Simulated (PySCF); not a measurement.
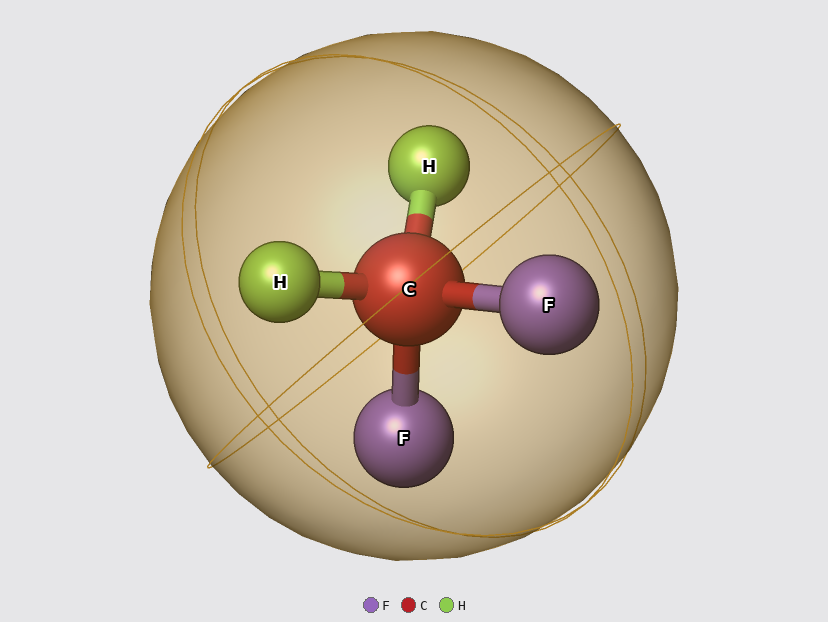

The ellipsoid shows the static dipole polarisability: its half-axes are proportional to the principal values. The geometry was computed by an optimisation with PBE0-D3(BJ)/def2-SVP. No frequency run is at hand to confirm it as a minimum. Method: PBE0/6-31+G* (PySCF 2.14.0).

> Give the principal values, the mean and the anisotropy.

Principal values 14.7, 15.2, 15.8 bohr³; mean 15.2 bohr³ (2.26 Å³); anisotropy 0.9 bohr³, so the longest axis is 1.07 times the shortest.
